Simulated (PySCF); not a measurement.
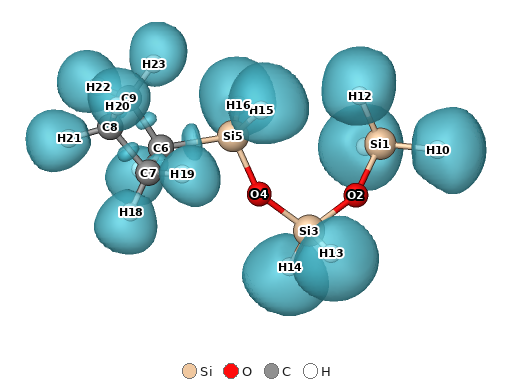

C4H14O2Si3 (SMILES [SiH3]O[SiH2]O[SiH2]C1CCC1). Isosurface of the electron localisation function at 0.9 (cyan), seen at a tilt. Only the valence region is drawn (cores and ρ < 0.01 e/Å³ removed).

Geometry: GFN2-xTB.

Computed with PySCF, PBE0/pcSseg-1, SCF density, gas phase, non-relativistic.

```xyz
23

Si    4.3911    0.2458    0.3740
O     3.4694   -1.0598    0.6347
Si    2.1316   -1.9555    0.5052
O     0.8478   -1.0315    0.1733
Si    0.1718    0.4335    0.0120
C    -1.5853    0.1457   -0.6323
C    -2.6071   -0.5017    0.3293
C    -3.5798    0.6552    0.0660
C    -2.4882    1.3917   -0.7214
H     5.4898    0.0875    1.3244
H     4.8522    0.1964   -1.0138
H     3.6031    1.4521    0.6266
H     1.9259   -2.5496    1.8168
H     2.2863   -2.8499   -0.6322
H     0.1482    1.0688    1.3333
H     0.9611    1.2276   -0.9348
H    -1.5696   -0.3866   -1.5855
H    -2.9611   -1.4886    0.0368
H    -2.2648   -0.5498    1.3613
H    -3.9457    1.1715    0.9516
H    -4.4333    0.3683   -0.5461
H    -2.7628    1.7010   -1.7282
H    -2.0851    2.2551   -0.1948
```

Question: Describe the localisation domains.

Answer: The ELF exceeds this value in four regions between bonded C–C atoms (shared pairs), one region between bonded C–Si atoms (shared pairs) and 14 regions around hydrogen nuclei. Along the contacts the grid gives the following. C–C (1.53 Å): the ELF peaks at about 0.95 between the atoms (localised, covalent bonding). Si–O (1.62 Å): the ELF peaks at about 0.85 between the atoms, as expected for a short, strongly polar bond.
